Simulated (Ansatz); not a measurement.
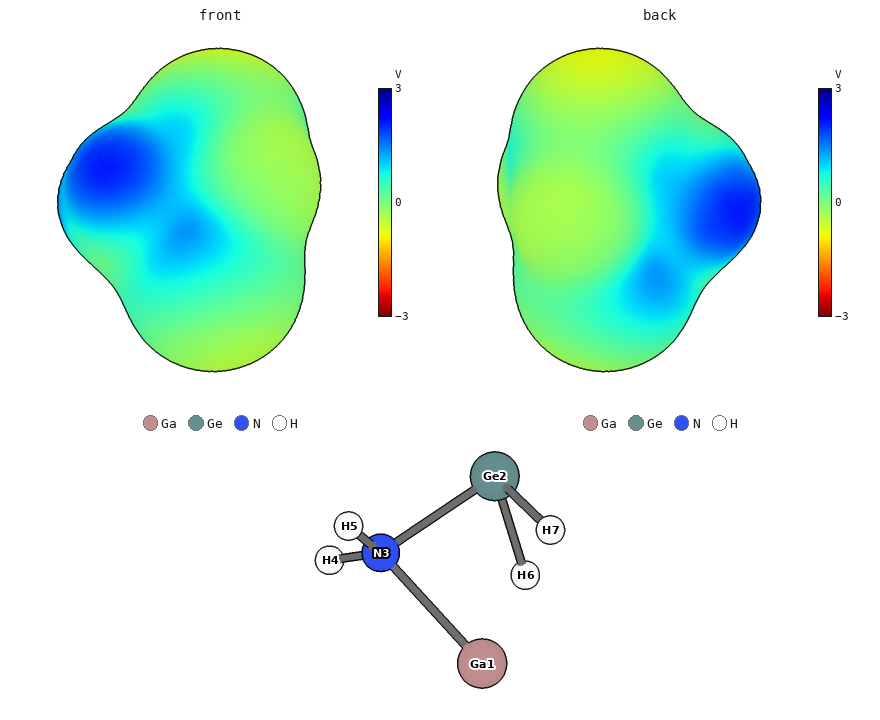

*GaGeH$_{4}$N. The electrostatic potential painted on the density surface at 0.002 e/bohr³, seen from the front and from behind; the colour scale runs from red (negative) to blue (positive). The bare structure is drawn below in the same view.*

Geometry: PBE0-D3(BJ)/def2-SVP.

Level of theory: Ansatz 0.2.0, isolated molecule in a Gaussian basis; Kohn-Sham density functional theory, functional PBE0.

```xyz
7

Ga    1.4200    1.4694   -1.0083
Ge   -0.7788    0.6896    0.4822
N    -0.4177    0.5291   -1.5019
H    -1.0838    1.0384   -2.0816
H    -0.3963   -0.4332   -1.8374
H    -0.0987    2.1932    0.3224
H     0.8104    0.2464    0.6454
```

Where is the surface potential most negative and most positive?

The most negative region (about −0.8 V) lies over H7, the most positive (about +2.1 V) over H4 and H5.

What dipole moment does the calculation give?

Its dipole moment is 2.21 D.
